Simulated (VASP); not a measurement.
Band structure of CdTe (zinc blende). These are RPBE GGA, VASP's PBE PAW potentials (set 64) (plane waves; VASP) values and carry that method's errors.

Unless said otherwise, spin-orbit coupling is left out, though it shifts the bands of the heavy elements here.

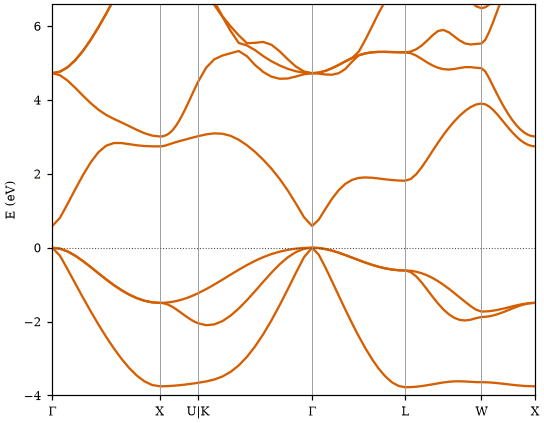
Bands along high-symmetry lines, zero at the valence-band maximum or, without a gap, the Fermi level

Q: Read the plot: is there a gap, and where are the band edges?

A: The gap is direct, 0.59 eV, from the valence maximum at Γ to the conduction minimum at Γ. (Edges off the drawn lines would not show.)

Measured: gap 1.63 eV (computed value off by -1.04 eV), as given by Anna Miglio et al., npj Computational Materials (2020), arXiv:2011.12765 [zero-point renormalisation of 16 meV (experimental, the table's column) added back].

The compound is CdTe in the zinc blende structure. It was relaxed first, which changed the volume by +12 %.
